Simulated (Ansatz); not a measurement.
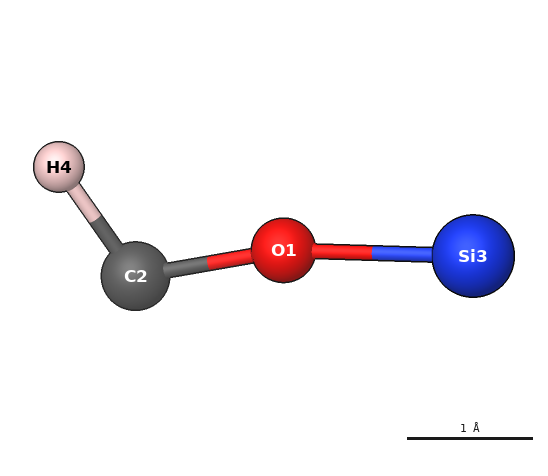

Orthographic view with a scale bar. State: charge +1, singlet. The computed structure is the end point of a PBE0-D4/def2-TZVP optimisation. No frequency run is at hand to confirm it as a minimum.

Reconstruct the coordinates (Å) as seen: x to the right, y up, z towards the viewer, origin at the mean of the atomic positions.

```xyz
4
CHOSi
O    0.37  -0.10   0.06
C   -0.82  -0.31  -0.44
Si   1.90  -0.15   0.53
H   -1.44   0.57  -0.15
```
